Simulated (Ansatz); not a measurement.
# SiPH5: single points with varied inputs

How do the results and run time of SiPH5 respond when the settings are drawn wide?

Computed with Ansatz 0.2.0, Gaussian basis. Level: the settings change from run to run.

### 1 The relaxed structure

An earlier PBE0-D4 in a triple-zeta def2 set relaxation fixed the geometry.

SMILES `[SiH3]P`, 7 atoms, charge 0, spin multiplicity 1.

Atoms are counted from 1 here; the program's logs count them from 0.

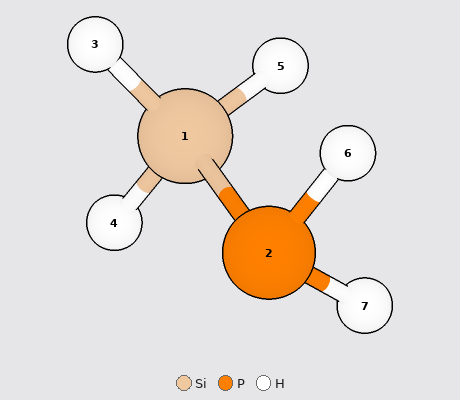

The structure; silicon light orange, phosphorus orange, hydrogen white; atoms are numbered from 1 in the order of the file.

### 2 PBE-QIDH/aug-pcseg-2

Set apart from the defaults: high accuracy.

Input file in.yaml:

```yaml
crystal:
  periodic: [false, false, false]
  atoms:
    - {symbol: Si, position_ang: [-0.627404, -0.356877, -0.386771]}
    - {symbol: P, position_ang: [1.087808, -0.011900, 1.035901]}
    - {symbol: H, position_ang: [-1.847481, -0.619121, 0.420186]}
    - {symbol: H, position_ang: [-0.316451, -1.563284, -1.196972]}
    - {symbol: H, position_ang: [-0.890214, 0.784604, -1.302121]}
    - {symbol: H, position_ang: [0.641340, 1.284815, 1.407651]}
    - {symbol: H, position_ang: [1.952392, 0.481765, 0.022116]}
basis:
  gaussian: {orbitals: aug-pcseg-2}
hamiltonian: {xc: {name: PBE-QIDH}}
accuracy: high
output: {forces: true}
```

The run is started by

```sh
$ ansatz run in.yaml --threads 2 --pin off --events-out ev --progress --plain --max-ram 32768MiB --backend cpu
```

The program printed, cut to the lines that bear on the results:

```text
Functional definition: PBE-QIDH
  name "PBE-QIDH"
  cite "Brémond, Sancho-García, Pérez-Jiménez & Adamo, J. Chem. Phys. 141, 031101 (2014) doi:10.1063/1.4890314"
  cite "Perdew, Burke & Ernzerhof, Phys. Rev. Lett. 77, 3865 (1996) doi:10.1103/PhysRevLett.77.3865"
[...]
3343 factors; integrals over basis functions are off by at most 3.3e-9 eV
[...]
mean field -17233.63689994 eV, -633.3244746940 hartree, gradient 9.7e-8 eV, S^2 0.000000; 0 other end points of the search recorded, 0 dependent functions left out
10 core orbitals not correlated: weight in the atoms' cores, before any rotation towards them, 1.000 or more for the frozen orbitals, at most 0.000 for the correlated occupied ones
reference -17233.63690264 eV, -633.3244747934 hartree; 7, 7 occupied and 198, 198 virtual orbitals, 3343 factors
second order -9.04812242 eV of doubles, -0.00000000 eV of singles
[...]
Total energy: -17236.65294345 eV, -633.4353122487 hartree
Atom 0 at    -0.627404    -0.356877    -0.386771 Å, force    -0.072312    -0.046280    -0.041620 eV/Å
Atom 1 at     1.087808    -0.011900     1.035901 Å, force    -0.033228     0.272469    -0.188747 eV/Å
Atom 2 at    -1.847481    -0.619121     0.420186 Å, force     0.141423     0.033454    -0.090928 eV/Å
Atom 3 at    -0.316451    -1.563284    -1.196972 Å, force    -0.032282     0.140800     0.092325 eV/Å
Atom 4 at    -0.890214     0.784604    -1.302121 Å, force     0.048174    -0.128751     0.121074 eV/Å
Atom 5 at     0.641340     1.284815     1.407651 Å, force     0.059903    -0.188272    -0.036839 eV/Å
Atom 6 at     1.952392     0.481765     0.022116 Å, force    -0.111678    -0.083420     0.144735 eV/Å
Dipole moment:    -0.026849     0.108462    -0.088351 e Å
```

Run time: 97 s. Hardware: 2 threads, shared host; peak memory 1.2 GiB.

Largest force 0.333 eV/Å, dipole 0.68 D.

### 3 wB97X/cc-pVTZ

This run has atoms shaken by 0.15 Å, density fitting with cc-pVTZ-jkfit.

Input file in.yaml:

```yaml
crystal:
  periodic: [false, false, false]
  atoms:
    - {symbol: Si, position_ang: [-0.445038, -0.575677, -0.373961]}
    - {symbol: P, position_ang: [1.175750, -0.056496, 1.016536]}
    - {symbol: H, position_ang: [-1.892393, -0.559116, 0.546112]}
    - {symbol: H, position_ang: [-0.484007, -1.468076, -1.176855]}
    - {symbol: H, position_ang: [-0.846146, 0.914220, -1.378266]}
    - {symbol: H, position_ang: [0.526214, 1.421816, 1.195295]}
    - {symbol: H, position_ang: [1.849496, 0.145541, 0.012949]}
basis:
  gaussian: {orbitals: cc-pVTZ, fitting: {mean_field: cc-pVTZ-jkfit}}
hamiltonian: {xc: {name: wB97X}}
output: {forces: true}
```

The command is unchanged.

The program printed, cut to the lines that bear on the results:

```text
Functional definition: wB97X
  name "wB97X"
  cite "Chai & Head-Gordon, J. Chem. Phys. 128, 084106 (2008) doi:10.1063/1.2834918"
  cite "Becke, J. Chem. Phys. 107, 8554 (1997) doi:10.1063/1.475007"
[...]
  # The coefficients of nought are those of the uniform gas.
[...]
      + exact_x_lr(omega)
[...]
      + integral(e_c_pw_opposite_spin*poly(b97_u_opposite, 1, cos1, cos2, cos3, cos4))
392 factors; integrals over basis functions are off by at most 7.6e-1 eV
392 factors; integrals over basis functions are off by at most 6.6e-7 eV
[...]
mean field -17244.75017898 eV, -633.7328801661 hartree, gradient 4.2e-5 eV, S^2 0.000000; 0 other end points of the search recorded, 0 dependent functions left out
[...]
reference -17244.75014767 eV, -633.7328790155 hartree; 17, 17 occupied and 121, 121 virtual orbitals, 392 factors
Total energy: -17244.75014767 eV, -633.7328790155 hartree
Atom 0 at    -0.445038    -0.575677    -0.373961 Å, force    -4.321292    10.455938     5.893117 eV/Å
Atom 1 at     1.175750    -0.056496     1.016536 Å, force    -4.314498     0.857101     5.791782 eV/Å
Atom 2 at    -1.892393    -0.559116     0.546112 Å, force     2.173739    -0.332154    -1.298090 eV/Å
Atom 3 at    -0.484007    -1.468076    -1.176855 Å, force     0.227935    -7.594257    -6.208837 eV/Å
Atom 4 at    -0.846146     0.914220    -1.378266 Å, force     0.875641    -2.443485     1.510629 eV/Å
Atom 5 at     0.526214     1.421816     1.195295 Å, force     1.295708    -2.594776    -0.524543 eV/Å
Atom 6 at     1.849496     0.145541     0.012949 Å, force     4.062767     1.651634    -5.164059 eV/Å
Dipole moment:     0.253511    -0.117476    -0.055522 e Å
```

It took 9 s on 2 threads, shared host.

Largest force 12.757 eV/Å, dipole 1.37 D.

### 4 wPBEh/def2-SVP

Set apart from the defaults: multiplicity 3.

Input file in.yaml:

```yaml
crystal:
  periodic: [false, false, false]
  atoms:
    - {symbol: Si, position_ang: [-0.627404, -0.356877, -0.386771]}
    - {symbol: P, position_ang: [1.087808, -0.011900, 1.035901]}
    - {symbol: H, position_ang: [-1.847481, -0.619121, 0.420186]}
    - {symbol: H, position_ang: [-0.316451, -1.563284, -1.196972]}
    - {symbol: H, position_ang: [-0.890214, 0.784604, -1.302121]}
    - {symbol: H, position_ang: [0.641340, 1.284815, 1.407651]}
    - {symbol: H, position_ang: [1.952392, 0.481765, 0.022116]}
basis:
  gaussian: {orbitals: def2-SVP}
magnetization: {spin_polarized: true, initial_magnetization: 2}
hamiltonian: {xc: {name: wPBEh}}
output: {forces: true}
```

Same command.

The program printed, cut to the lines that bear on the results:

```text
Functional definition: wPBEh
  name "wPBEh"
  cite "Heyd, Scuseria & Ernzerhof, J. Chem. Phys. 118, 8207 (2003) doi:10.1063/1.1564060"
  cite "Krukau, Vydrov, Izmaylov & Scuseria, J. Chem. Phys. 125, 224106 (2006) doi:10.1063/1.2404663"
  cite "Heyd & Scuseria, J. Chem. Phys. 120, 7274 (2004) doi:10.1063/1.1668634"
  cite "Ernzerhof & Perdew, J. Chem. Phys. 109, 3313 (1998) doi:10.1063/1.476928"
  cite "Perdew, Burke & Ernzerhof, Phys. Rev. Lett. 77, 3865 (1996) doi:10.1103/PhysRevLett.77.3865"
  parent pbe
[...]
585 factors; integrals over basis functions are off by at most 1.2e-3 eV
63 factors; integrals over basis functions are off by at most 1.3e-6 eV
[...]
mean field -17230.12333668 eV, -633.1953536259 hartree, gradient 1.4e-7 eV, S^2 2.006136; 6 other end points of the search recorded, 0 dependent functions left out
[...]
reference -17230.12337007 eV, -633.1953548529 hartree; 18, 16 occupied and 43, 45 virtual orbitals, 585 factors
Total energy: -17230.12337007 eV, -633.1953548529 hartree
Atom 0 at    -0.627404    -0.356877    -0.386771 Å, force    -2.452927    -0.834102    -1.867400 eV/Å
Atom 1 at     1.087808    -0.011900     1.035901 Å, force     2.419746     0.746196     1.999897 eV/Å
Atom 2 at    -1.847481    -0.619121     0.420186 Å, force    -0.034440    -0.030308     0.190380 eV/Å
Atom 3 at    -0.316451    -1.563284    -1.196972 Å, force     0.126275    -0.145174     0.002352 eV/Å
Atom 4 at    -0.890214     0.784604    -1.302121 Å, force    -0.422236     0.530796    -0.716383 eV/Å
Atom 5 at     0.641340     1.284815     1.407651 Å, force    -0.339352     0.152922     0.777004 eV/Å
Atom 6 at     1.952392     0.481765     0.022116 Å, force     0.702934    -0.420330    -0.385849 eV/Å
Dipole moment:     0.296645     0.066921     0.251577 e Å
```

Wall time 17 s (2 threads, shared host).

Largest force 3.227 eV/Å, dipole 1.90 D, ⟨S²⟩ 2.006.

### 5 B3LYP/def2-SVP

Options: D4 dispersion, high accuracy.

Changes to in.yaml since step 4:

```diff
@@ -12,4 +12,4 @@
   gaussian: {orbitals: def2-SVP}
-magnetization: {spin_polarized: true, initial_magnetization: 2}
-hamiltonian: {xc: {name: wPBEh}}
+hamiltonian: {xc: {name: B3LYP}, dispersion: d4}
+accuracy: high
 output: {forces: true}
```

Same command.

The program printed, cut to the lines that bear on the results:

```text
Functional definition: B3LYP
  name "B3LYP"
  cite "Stephens, Devlin, Chabalowski & Frisch, J. Phys. Chem. 98, 11623 (1994) doi:10.1021/j100096a001"
  cite "Becke, Phys. Rev. A 38, 3098 (1988) doi:10.1103/PhysRevA.38.3098"
  cite "Lee, Yang & Parr, Phys. Rev. B 37, 785 (1988) doi:10.1103/PhysRevB.37.785"
  cite "Vosko, Wilk & Nusair, Can. J. Phys. 58, 1200 (1980) doi:10.1139/p80-159"
[...]
1307 factors; integrals over basis functions are off by at most 3.8e-9 eV
[...]
mean field -17243.41211608 eV, -633.6837072616 hartree, gradient 2.1e-8 eV, S^2 0.000000; 0 other end points of the search recorded, 0 dependent functions left out
[...]
reference -17243.41215495 eV, -633.6837086897 hartree; 17, 17 occupied and 44, 44 virtual orbitals, 1307 factors
Total energy: -17243.60842911 eV, -633.6909216322 hartree
Atom 0 at    -0.627404    -0.356877    -0.386771 Å, force    -0.147612    -0.048828    -0.111528 eV/Å
Atom 1 at     1.087808    -0.011900     1.035901 Å, force     0.163857    -0.165975     0.251881 eV/Å
Atom 2 at    -1.847481    -0.619121     0.420186 Å, force    -0.086687    -0.017602     0.047286 eV/Å
Atom 3 at    -0.316451    -1.563284    -1.196972 Å, force     0.014142    -0.079546    -0.059434 eV/Å
Atom 4 at    -0.890214     0.784604    -1.302121 Å, force    -0.022309     0.081366    -0.068308 eV/Å
Atom 5 at     0.641340     1.284815     1.407651 Å, force    -0.055557     0.173520     0.070169 eV/Å
Atom 6 at     1.952392     0.481765     0.022116 Å, force     0.134165     0.057065    -0.130066 eV/Å
Dipole moment:    -0.019648     0.124693    -0.090931 e Å
```

Run time: 4 s. Hardware: 2 threads, shared host.

Largest force 0.343 eV/Å, dipole 0.75 D.

### 6 LC-wPBE/6-31G*

Set apart from the defaults: multiplicity 3.

Changes to in.yaml since step 5:

```diff
@@ -11,5 +11,4 @@
 basis:
-  gaussian: {orbitals: def2-SVP}
-hamiltonian: {xc: {name: B3LYP}, dispersion: d4}
-accuracy: high
-output: {forces: true}
+  gaussian: {orbitals: "6-31G*"}
+magnetization: {spin_polarized: true, initial_magnetization: 2}
+hamiltonian: {xc: {name: LC-wPBE}}
```

Launched as before.

The program printed, cut to the lines that bear on the results:

```text
Functional definition: LC-wPBE
  name "LC-wPBE"
  cite "Vydrov & Scuseria, J. Chem. Phys. 125, 234109 (2006) doi:10.1063/1.2409292"
  cite "Heyd & Scuseria, J. Chem. Phys. 120, 7274 (2004) doi:10.1063/1.1668634"
  cite "Ernzerhof & Perdew, J. Chem. Phys. 109, 3313 (1998) doi:10.1063/1.476928"
  cite "Perdew, Burke & Ernzerhof, Phys. Rev. Lett. 77, 3865 (1996) doi:10.1103/PhysRevLett.77.3865"
  parent pbe
[...]
490 factors; integrals over basis functions are off by at most 7.5e-4 eV
214 factors; integrals over basis functions are off by at most 8.5e-6 eV
[...]
mean field -17235.34525693 eV, -633.3872556554 hartree, gradient 7.9e-6 eV, S^2 2.008887; 4 other end points of the search recorded, 0 dependent functions left out
reference -17235.34525693 eV, -633.3872556557 hartree; 18, 16 occupied and 30, 32 virtual orbitals, 490 factors
Total energy: -17235.34525693 eV, -633.3872556557 hartree
```

Wall time 3.9 s (2 threads, shared host).

⟨S²⟩ 2.009.

### 7 wB97X-V/6-31G*

This run has unrestricted orbitals, a grid of angular degree 23, finite nuclei, high accuracy.

Changes to in.yaml since step 6:

```diff
@@ -11,4 +11,6 @@
 basis:
-  gaussian: {orbitals: "6-31G*"}
-magnetization: {spin_polarized: true, initial_magnetization: 2}
-hamiltonian: {xc: {name: LC-wPBE}}
+  gaussian: {orbitals: "6-31G*", final_grid: {core_spheres: 8, valence_spheres: 7, degree: 23}, nuclear_model: gaussian}
+magnetization: {spin_polarized: true, initial_magnetization: 0}
+hamiltonian: {xc: {name: wB97X-V}}
+accuracy: high
+output: {forces: true}
```

Launched as before.

The program printed, cut to the lines that bear on the results:

```text
Functional definition: wB97X-V
  name "wB97X-V"
  cite "Mardirossian & Head-Gordon, Phys. Chem. Chem. Phys. 16, 9904 (2014) doi:10.1039/C3CP54374A"
  cite "Becke, J. Chem. Phys. 107, 8554 (1997) doi:10.1063/1.475007"
  cite "Vydrov & Van Voorhis, J. Chem. Phys. 133, 244103 (2010) doi:10.1063/1.3521275"
[...]
      + integral(e_c_pw_opposite_spin*poly(b97_u_opposite, cos0, cos1)) + vv10(b, c)
1025 factors; integrals over basis functions are off by at most 4.0e-9 eV
285 factors; integrals over basis functions are off by at most 2.1e-9 eV
[...]
mean field -17243.81721264 eV, -633.6985942856 hartree, gradient 8.8e-8 eV, S^2 0.000000; 0 other end points of the search recorded, 0 dependent functions left out
[...]
reference -17243.81721251 eV, -633.6985942807 hartree; 17, 17 occupied and 31, 31 virtual orbitals, 1025 factors
Total energy: -17243.81721251 eV, -633.6985942807 hartree
Atom 0 at    -0.627404    -0.356877    -0.386771 Å, force    -0.026062    -0.127506     0.049115 eV/Å
Atom 1 at     1.087808    -0.011900     1.035901 Å, force    -0.054676     0.146490    -0.136033 eV/Å
Atom 2 at    -1.847481    -0.619121     0.420186 Å, force    -0.029295     0.001292    -0.009646 eV/Å
Atom 3 at    -0.316451    -1.563284    -1.196972 Å, force    -0.013382    -0.008350    -0.026752 eV/Å
Atom 4 at    -0.890214     0.784604    -1.302121 Å, force     0.018364     0.030983    -0.000360 eV/Å
Atom 5 at     0.641340     1.284815     1.407651 Å, force     0.051119    -0.020463     0.063225 eV/Å
Atom 6 at     1.952392     0.481765     0.022116 Å, force     0.053932    -0.022446     0.060452 eV/Å
Dipole moment:    -0.056071     0.151555    -0.140988 e Å
```

Wall time 14 s (2 threads, shared host).

Largest force 0.207 eV/Å, dipole 1.03 D, ⟨S²⟩ 0.000.

### 8 SPW92/ANO-RCC-VTZP

Set apart from the defaults: atoms shaken by 0.08 Å, density fitting with def2-universal-jkfit, high accuracy.

Input file in.yaml:

```yaml
crystal:
  periodic: [false, false, false]
  atoms:
    - {symbol: Si, position_ang: [-0.698621, -0.184339, -0.441590]}
    - {symbol: P, position_ang: [1.175949, 0.081104, 0.995737]}
    - {symbol: H, position_ang: [-1.923734, -0.584008, 0.667939]}
    - {symbol: H, position_ang: [-0.301991, -1.621404, -1.195181]}
    - {symbol: H, position_ang: [-0.789913, 0.860838, -1.249389]}
    - {symbol: H, position_ang: [0.491745, 1.449378, 1.359966]}
    - {symbol: H, position_ang: [1.932792, 0.446041, 0.065078]}
basis:
  gaussian: {orbitals: ANO-RCC-VTZP, fitting: {mean_field: def2-universal-jkfit}}
hamiltonian: {xc: {name: SPW92}}
accuracy: high
output: {forces: true}
```

The command is unchanged.

The program printed, cut to the lines that bear on the results:

```text
Functional definition: SPW92
  name "SPW92"
  cite "Dirac, Proc. Camb. Phil. Soc. 26, 376 (1930) doi:10.1017/S0305004100016108"
  cite "Slater, Phys. Rev. 81, 385 (1951) doi:10.1103/PhysRev.81.385"
  cite "Perdew & Wang, Phys. Rev. B 45, 13244 (1992) doi:10.1103/PhysRevB.45.13244"
[...]
346 factors; integrals over basis functions are off by at most 6.2e-1 eV
[...]
mean field -17217.74420543 eV, -632.7404289433 hartree, gradient 9.0e-8 eV, S^2 0.000000; 0 other end points of the search recorded, 0 dependent functions left out
[...]
reference -17217.74421236 eV, -632.7404291982 hartree; 17, 17 occupied and 121, 121 virtual orbitals, 346 factors
Total energy: -17217.74421236 eV, -632.7404291982 hartree
Relativity: scalar
Atom 0 at    -0.698621    -0.184339    -0.441590 Å, force     0.911878    -6.013205     4.194455 eV/Å
Atom 1 at     1.175949     0.081104     0.995737 Å, force    -5.351989    -0.454517     4.000142 eV/Å
Atom 2 at    -1.923734    -0.584008     0.667939 Å, force     1.415247     0.796637    -1.680923 eV/Å
Atom 3 at    -0.301991    -1.621404    -1.195181 Å, force    -0.692783     1.824216     0.627048 eV/Å
Atom 4 at    -0.789913     0.860838    -1.249389 Å, force    -0.690026     3.216789    -2.579009 eV/Å
Atom 5 at     0.491745     1.449378     1.359966 Å, force     1.260729    -1.437611    -0.544496 eV/Å
Atom 6 at     1.932792     0.446041     0.065078 Å, force     3.146945     2.067691    -4.017218 eV/Å
Dipole moment:    -0.066448     0.173094    -0.182403 e Å
```

It took 3.6 s on 2 threads, shared host.

Largest force 7.388 eV/Å, dipole 1.25 D.

### 9 HF/STO-3G

Options: charge -1, multiplicity 2.

Input file in.yaml:

```yaml
crystal:
  periodic: [false, false, false]
  atoms:
    - {symbol: Si, position_ang: [-0.627404, -0.356877, -0.386771]}
    - {symbol: P, position_ang: [1.087808, -0.011900, 1.035901]}
    - {symbol: H, position_ang: [-1.847481, -0.619121, 0.420186]}
    - {symbol: H, position_ang: [-0.316451, -1.563284, -1.196972]}
    - {symbol: H, position_ang: [-0.890214, 0.784604, -1.302121]}
    - {symbol: H, position_ang: [0.641340, 1.284815, 1.407651]}
    - {symbol: H, position_ang: [1.952392, 0.481765, 0.022116]}
basis:
  gaussian: {orbitals: STO-3G}
total_charge: -1
magnetization: {spin_polarized: true, initial_magnetization: 1}
hamiltonian: {xc: {name: HF}}
```

Launched as before.

The program printed:

```text
Functional definition: HF
  name "HF"
  cite "Fock, Z. Phys. 61, 126 (1930) doi:10.1007/BF01340294"
  parent pbe
  exchange = exact_x
  correlation = 0
258 factors; integrals over basis functions are off by at most 3.2e-5 eV
mean field evaluation 1: about -17007.4152 eV, gradient 6.5e0 eV
mean field evaluation 2: about -17007.4714 eV, gradient 6.4e0 eV
mean field evaluation 4: about -17008.4635 eV, gradient 1.5e0 eV
mean field evaluation 8: about -17008.5859 eV, gradient 1.0e-3 eV
mean field -17008.58467568 eV, -625.0539579983 hartree, gradient 3.1e-5 eV, S^2 0.756525; 0 other end points of the search recorded, 0 dependent functions left out
reference -17008.58467568 eV, -625.0539579983 hartree; 18, 17 occupied and 5, 6 virtual orbitals, 258 factors
Total energy: -17008.58467568 eV, -625.0539579983 hartree
```

Run time: 0.26 s. Hardware: 2 threads, shared host.

⟨S²⟩ 0.757.

### 10 r2SCAN/pcseg-2

This run has atoms shaken by 0.03 Å, density fitting with def2-universal-jkfit, D3(BJ) with three-body dispersion, relativity set to none.

Input file in.yaml:

```yaml
crystal:
  periodic: [false, false, false]
  atoms:
    - {symbol: Si, position_ang: [-0.605265, -0.349029, -0.355668]}
    - {symbol: P, position_ang: [1.063663, -0.021474, 1.039581]}
    - {symbol: H, position_ang: [-1.877307, -0.603835, 0.431559]}
    - {symbol: H, position_ang: [-0.283853, -1.545347, -1.212595]}
    - {symbol: H, position_ang: [-0.861421, 0.741906, -1.295402]}
    - {symbol: H, position_ang: [0.610941, 1.224513, 1.413230]}
    - {symbol: H, position_ang: [1.978580, 0.477784, 0.103597]}
basis:
  gaussian: {orbitals: pcseg-2, fitting: {mean_field: def2-universal-jkfit}}
hamiltonian: {xc: {name: r2SCAN}, dispersion: d3bjatm, pseudopotentials: {relativity: none}}
output: {forces: true}
```

The command is unchanged.

The program printed, cut to the lines that bear on the results:

```text
Functional definition: r2SCAN
  name "r2SCAN"
  cite "Furness, Kaplan, Ning, Perdew & Sun, J. Phys. Chem. Lett. 11, 8208 (2020) doi:10.1021/acs.jpclett.0c02405"
  cite "Furness, Kaplan, Ning, Perdew & Sun, J. Phys. Chem. Lett. 11, 9248 (2020) doi:10.1021/acs.jpclett.0c03077"
  parent r2scan
[...]
346 factors; integrals over basis functions are off by at most 1.3e0 eV
[...]
mean field -17246.87579738 eV, -633.8109952014 hartree, gradient 5.1e-5 eV, S^2 0.000000; 0 other end points of the search recorded, 0 dependent functions left out
[...]
reference -17246.87581314 eV, -633.8109957806 hartree; 17, 17 occupied and 121, 121 virtual orbitals, 346 factors
Total energy: -17246.91021253 eV, -633.8122599348 hartree
Atom 0 at    -0.605265    -0.349029    -0.355668 Å, force    -0.749975    -0.773134    -0.452422 eV/Å
Atom 1 at     1.063663    -0.021474     1.039581 Å, force     0.528305    -0.911545     0.615344 eV/Å
Atom 2 at    -1.877307    -0.603835     0.431559 Å, force     0.518761     0.052737    -0.234520 eV/Å
Atom 3 at    -0.283853    -1.545347    -1.212595 Å, force    -0.113598     0.192117     0.311720 eV/Å
Atom 4 at    -0.861421     0.741906    -1.295402 Å, force    -0.088866     0.409461    -0.194380 eV/Å
Atom 5 at     0.610941     1.224513     1.413230 Å, force    -0.268778     0.899288     0.311617 eV/Å
Atom 6 at     1.978580     0.477784     0.103597 Å, force     0.174150     0.131076    -0.357359 eV/Å
Dipole moment:     0.001623     0.154838    -0.075540 e Å
```

Run time: 3 s. Hardware: 2 threads, shared host.

Largest force 1.220 eV/Å, dipole 0.83 D.

### 11 The runs in one table

```tsv
level	charge	multiplicity	geometry	functions	energy (eV)	time
PBE-QIDH/aug-pcseg-2	0	1	relaxed	215	-17236.653	97 s
wB97X/cc-pVTZ	0	1	shaken	138	-17244.750	9 s
wPBEh/def2-SVP	0	3	relaxed	61	-17230.123	17 s
B3LYP/def2-SVP	0	1	relaxed	61	-17243.608	4 s
LC-wPBE/6-31G*	0	3	relaxed	48	-17235.345	3.9 s
wB97X-V/6-31G*	0	1	relaxed	48	-17243.817	14 s
SPW92/ANO-RCC-VTZP	0	1	shaken	138	-17217.744	3.6 s
HF/STO-3G	-1	2	relaxed	23	-17008.585	0.26 s
r2SCAN/pcseg-2	0	1	shaken	138	-17246.910	3 s
```

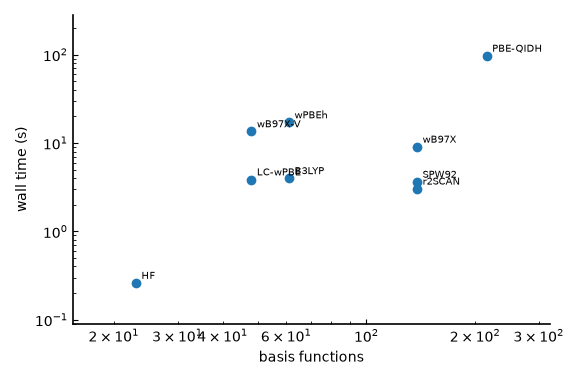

Wall time against the number of basis functions (shared host).

### 12 Summary of results

| quantity | value |
| --- | --- |
| runs | 9 |
| quickest | HF/STO-3G, 0.26 s |
| slowest | PBE-QIDH/aug-pcseg-2, 97 s |
| spread of total energies, same state and geometry | 7.2 eV |
| dipole, same state and geometry | 0.68 to 1.03 D |

What this shows: PBE-QIDH/aug-pcseg-2 took 372 times as long as HF/STO-3G. The jobs differ in tasks and options as well as level. Total energies at one charge and spin differ by 7 eV between levels, so only differences within one level mean anything. At the PBE0-D4/def2-TZVP geometry and in the same state, runs without warnings or point charges leave forces up to 0.34 eV/Å (B3LYP/def2-SVP), against 12.8 eV/Å where the atoms were moved. At that geometry and state the dipole changes by 51 % between the lowest and highest value.
